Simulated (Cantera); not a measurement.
Input: 1 mol B2O3, 0.12 mol H2O, a varied amount of N2, held at 1398.15 K and 0.180 Torr.

Method: chemical equilibrium by Gibbs-energy minimisation in Cantera with the NASA 1993 tables (ideal gas, pure condensed phases). Candidate condensed phases: B, BN, B2O3, B3O3H3, H2O; 39 gas species. The numbers say what is thermodynamically allowed, not how fast it happens.

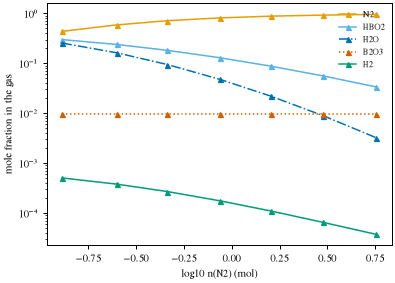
Equilibrium gas composition (values under 1e-9 drawn at 1e-9)

Problem. Read off the mole fractions at 3 mol N2.

Solution. N2 about 0.93, HBO2 about 0.056, B2O3 about 0.0096, H2O about 0.0089, H2 about 6.5e-5.
